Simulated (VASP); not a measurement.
Band structure of YbZn (space group Pm-3m). All values below come from PBEsol GGA, VASP's PBE PAW potentials (set 64) (plane waves; VASP).

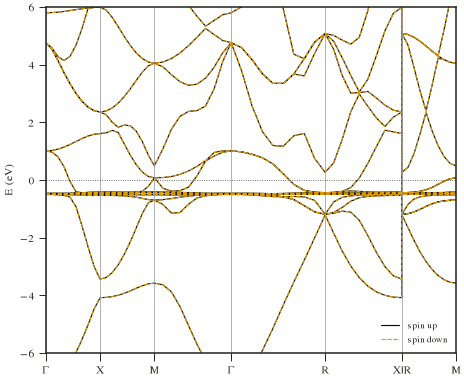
Figure. Bands along high-symmetry lines, zero at the valence-band maximum or, without a gap, the Fermi level

Read the plot: is there a gap, and where are the band edges?

It has no gap at this level: it comes out as a metal or semimetal.

The structure comes from a measured YbZn entry of the Crystallography Open Database, whose conditions weren't checked. The cell was not relaxed at this level.
